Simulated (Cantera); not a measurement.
Charge: 1 mol TiC, 0.43 mol C, 0.1 mol H2, held at 1200 Torr.

Cantera equilibrium calculation (NASA polynomials, part measured and part estimated; ideal gas, pure solids and liquids). Candidate condensed phases: C, C6H6, C7H8, C8H18, Ti, TiC; 77 gas species. TiC: taken at fixed stoichiometry. Equilibrium is a limit: real reactors are often held back by kinetics, nucleation or transport.

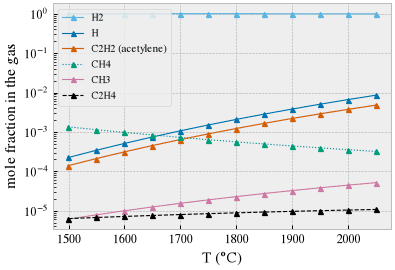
Fig. 1. Equilibrium gas composition (values under 1e-9 drawn at 1e-9)

Read off the mole fractions at 1500 °C.

H2 about 1.00, CH4 about 0.0013, H about 0.00022, C2H2 (acetylene) about 0.00014, C2H4 about 6.3e-6, CH3 about 6.1e-6.
